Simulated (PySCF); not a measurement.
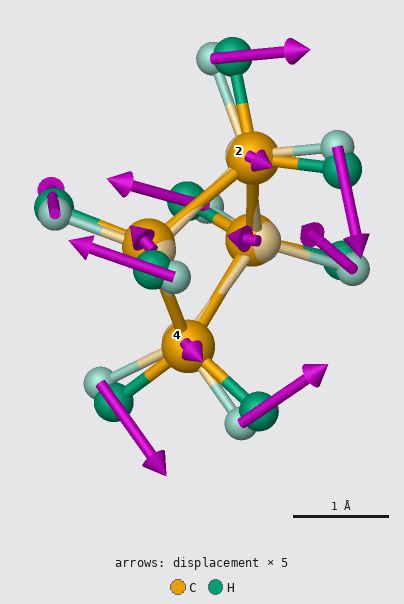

This is a relaxation of C₄H₈. The starting structure is drawn faded, the final one solid; purple arrows show the displacements, 5 times their true length. The two geometries are superimposed by the best rigid fit.

The picture is a ball-and-stick view, seen from a free direction.

The start comes from GFN2-xTB. Its atoms were then displaced at random by about 0.01 Å.

Theory: PBE0-D3(BJ)/def2-TZVP geometry optimisation, gas phase in PySCF 2.14.0, density-fitted response routines. 

**Which element moves most?**

Hydrogen: up to 0.25 Å, against 0.08 Å for carbon.

**Describe the change and its energy.**

After 8 geometry steps the energy has fallen by 10.9 kJ/mol. The largest move after the best rigid fit is that of an H atom, 0.25 Å. Largest moves by element: H 0.25 Å, C 0.08 Å. Among the contacts that change: C–C 1.511 → 1.541 Å, C–H 1.111 → 1.091 Å, C–H 1.075 → 1.091 Å, C–C 1.546 → 1.541 Å. Among the angles between lasting bonds that change: C–C–H 115.0° → 111.2°, C–C–H 114.5° → 111.3°, C–C–H 115.3° → 118.1°.
